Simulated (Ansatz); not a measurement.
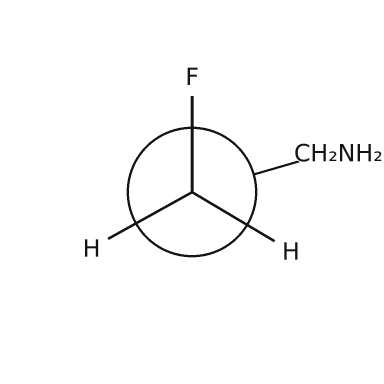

A Newman projection along the C–S bond, carbon in front; angles are drawn as computed, but eclipsed bonds slightly apart. Computed geometry: PBE0-D4/def2-TZVP optimisation. No frequency run is at hand to confirm it as a minimum.

### Which molecule is it?

C2H6FNS, NCSCF

### What is the torsion angle from the front F to the back CH2NH2? The sign is positive where the front bond must turn clockwise to cover the back bond.

74°, synclinal (gauche).
